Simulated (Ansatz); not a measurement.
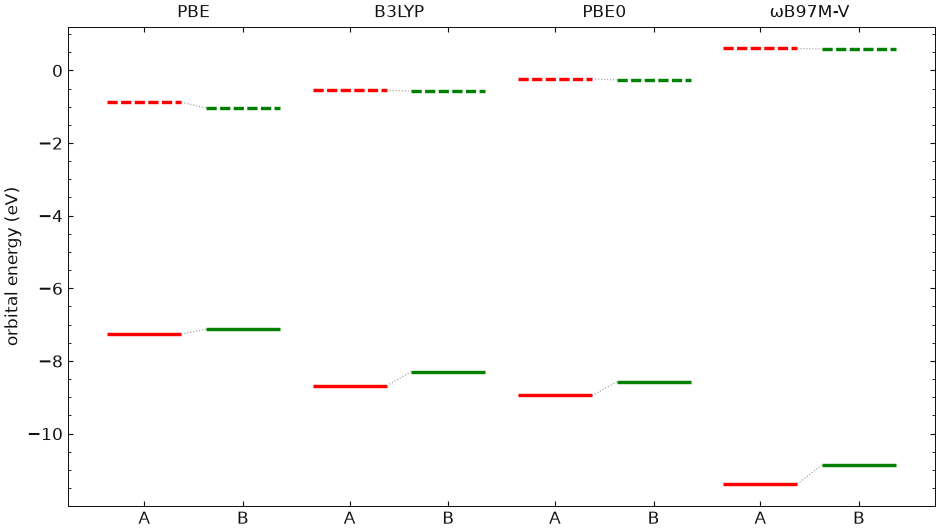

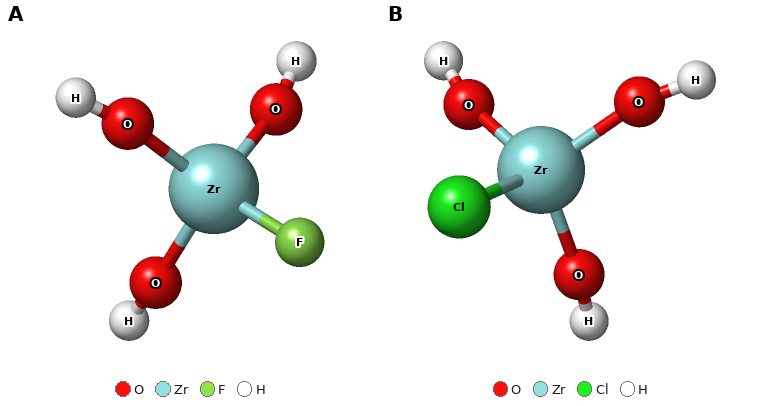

One change: A, ZrH₃O₃F (SMILES [OH][Zr]([OH])([OH])[F]), becomes B, ZrH₃O₃Cl (SMILES [OH][Zr]([OH])([OH])[Cl]). F on Zr is replaced by Cl. HOMO (solid) and LUMO (dashed) computed in def2-TZVPP at PBE0-D4/def2-TZVP geometries, both minima by their frequencies, gas phase, the Ansatz code 0.2.0. Empty levels above zero depend strongly on the basis.

What does the change do to HOMO and LUMO?

Answer. PBE: the HOMO rises by 0.13 eV, the LUMO falls by 0.16 eV, and the separation goes from 6.38 to 6.09 eV. B3LYP: the HOMO rises by 0.39 eV, the LUMO falls by 0.02 eV, and the separation goes from 8.13 to 7.73 eV. PBE0: the HOMO rises by 0.37 eV, the LUMO falls by 0.03 eV, and the separation goes from 8.72 to 8.32 eV. ωB97M-V: the HOMO rises by 0.53 eV, the LUMO falls by 0.02 eV, and the separation goes from 11.99 to 11.45 eV.

Do the functionals agree on the effect?

Answer. They agree on the direction for both levels; the HOMO shift lies between 0.13 and 0.53 eV and the LUMO shift between −0.16 and −0.02 eV, while the separations themselves differ by up to 5.6 eV between functionals.

Caveats: core potentials past krypton.
